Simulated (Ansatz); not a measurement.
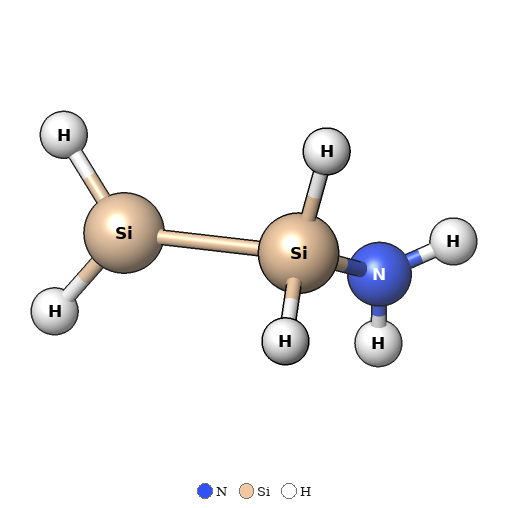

Charge +1, singlet. Geometry: atoms displaced at random (about 0.015 Å) from a stationary point of GFN2-xTB. Properties computed with RKS BHLYP-D4/def2-TZVPP (Ansatz 0.2.0).

Give the dispersion correction at this level.

Answer. −19.5 kJ/mol.
